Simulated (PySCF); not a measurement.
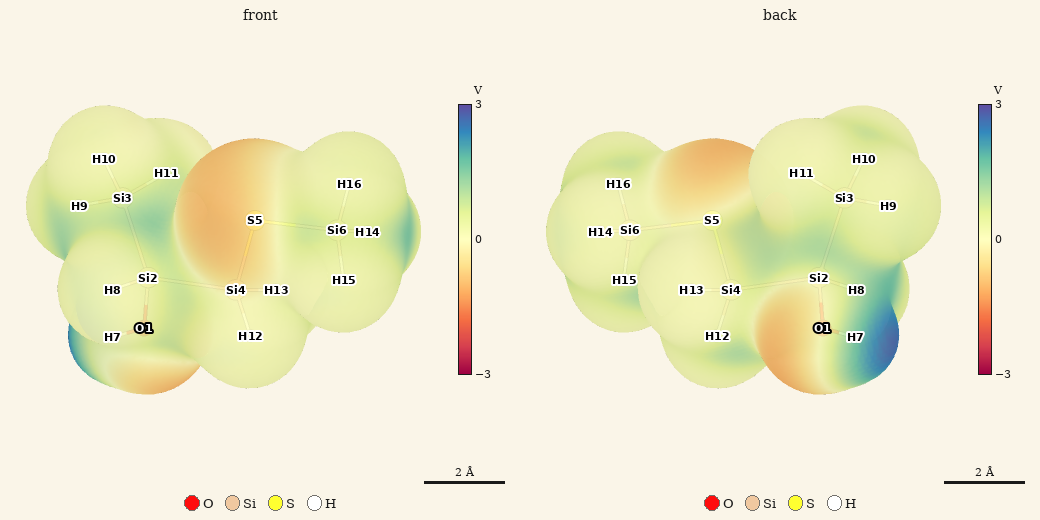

H10OSSi4. The molecular electrostatic potential painted on the density surface at 0.002 e/bohr³, seen from the front and from behind; the colour scale runs from red (negative) to blue (positive).

Geometry: GFN2-xTB.

The calculation used PBE0/pcSseg-1, SCF density, gas phase, non-relativistic in PySCF 2.14.0.

```tsv
atom	x (Å)	y (Å)	z (Å)
O	-1.8696	-1.9675	-1.1609
Si	-1.5280	-0.9230	0.0590
Si	-2.8117	1.0105	-0.0759
Si	0.7413	-0.8058	-0.2939
S	1.4192	0.7513	1.0567
Si	3.5035	0.9220	0.6489
H	-2.7475	-2.3006	-1.3252
H	-1.8426	-1.6346	1.3190
H	-4.1696	0.7404	-0.5802
H	-2.9802	1.6638	1.2212
H	-2.2484	2.0020	-0.9973
H	1.5851	-1.9675	0.0139
H	1.1930	-0.3743	-1.6223
H	3.6725	1.2915	-0.7507
H	4.1352	-0.3637	0.9169
H	3.9403	1.9644	1.5595
```

Question: Which sites attract a positive test charge, and which a negative one?

Answer: A positive charge is drawn to the negative regions and a negative charge to the positive ones. The most negative region (about −1.1 V) lies over O1 and S5, the most positive (about +2.6 V) over H7.
